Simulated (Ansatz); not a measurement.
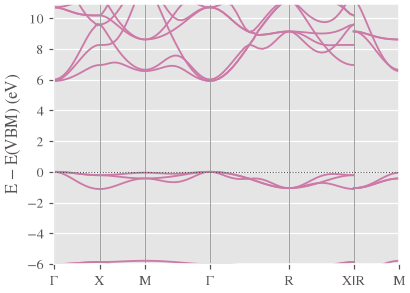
Fig. 1. Band structure from the program Ansatz at the r²SCAN level (PAW)

Read off the gap and where the band edges lie.

About 5.9 eV (5.91 eV by a search for the band edges); maximum at Γ, minimum at Γ.

The material is CsCl (CsCl type, Pm-3m).

The cell was relaxed with r²SCAN under the symmetry of its start. Scalar-relativistic: spin–orbit coupling is off unless named, which matters more the heavier the elements.

Potentials: the later of the program's two PAW sets.
